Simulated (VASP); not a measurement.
Band structure of BaS3 (sg113). Method: r2SCAN meta-GGA, VASP's PBE PAW potentials (set 64) (plane waves; VASP).

The path is coarsely sampled, so an indirect gap can come out somewhat too large. Unless said otherwise, spin-orbit coupling is left out, though it shifts the bands of the heavy elements here.

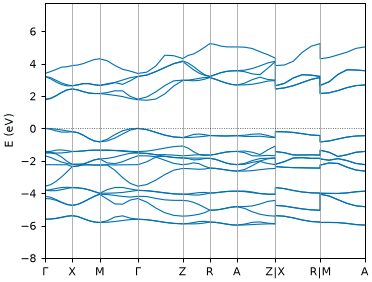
Figure. Bands along high-symmetry lines, zero at the valence-band maximum or, without a gap, the Fermi level

Problem. Read the plot: is there a gap, and where are the band edges?

Solution. The gap is indirect, 1.74 eV, from the valence maximum at Γ to the conduction minimum at Γ-Z at 0.20.

The compound is BaS3 in the sg113 structure. It was relaxed first.
